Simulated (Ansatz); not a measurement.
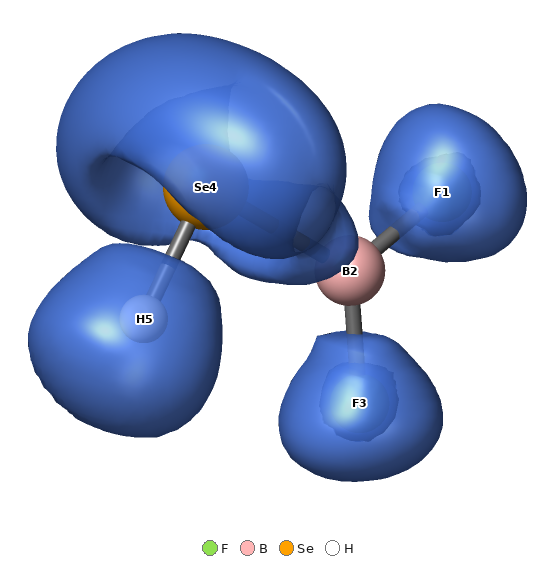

BF2HSe. Isosurface of the ELF at 0.75 (blue), seen at a tilt. Only the valence region is drawn (cores and ρ < 0.01 e/Å³ removed).

Method: Ansatz, RKS PBE/def2-SVP.

```xyz
5

F     0.9798   -1.4904    0.5893
B     0.1081   -0.5439    0.2517
F    -1.1703   -0.7169    0.5769
Se    0.7445    1.0401   -0.6973
H    -0.6123    1.6372   -0.7621
```

Q: What do the ELF domains correspond to?

A: The surface consists of one region around a hydrogen nucleus, two regions on F in which the atom's valence shell and bonds are merged and one region on Se in which the atom's valence shell and bonds are merged. Along the contacts the grid gives the following. B–F (1.33 Å): the ELF peaks at about 0.85 between the atoms: a polar covalent bond. B–Se (1.95 Å): the ELF peaks at about 0.90 between the atoms: a covalent bond.
